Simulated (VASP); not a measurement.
Band structure of MnO$_{2}$ (rutile). These are PBE GGA with D3 dispersion (zero damping), VASP's PBE PAW potentials (set 64) (plane waves; VASP) values and carry that method's errors.

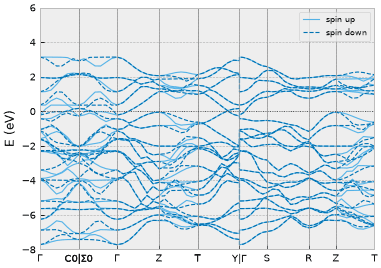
Figure. Bands along high-symmetry lines, zero at the valence-band maximum or, without a gap, the Fermi level

Q: Read the plot: is there a gap, and where are the band edges?

A: It has no gap at this level: it comes out as a metal or semimetal. (Edges off the drawn lines would not show.)

The compound is MnO2 in the rutile structure. It was relaxed first.
